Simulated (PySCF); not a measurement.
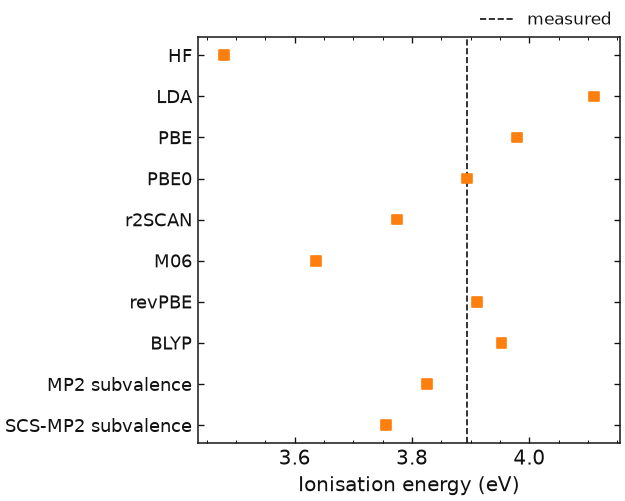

The ionisation energy of an atom or ion with 55 electrons in the configuration [Xe] 6s by several methods. PySCF, aug-cc-pwCVTZ-X2C plus 1 diffuse shell for each l, spin-free X2C-1e, unrestricted single determinants, no spin-orbit coupling. Methods marked “subvalence” freeze 46 core electrons.

Question: Name the element and charge.

Answer: Cs I (neutral caesium). The values run from 3.479 eV (HF) to 4.110 eV (LDA). The measured value is 3.894 eV; nearest to it come PBE0 (+0.000) and revPBE (+0.016), furthest HF (−0.415 eV).
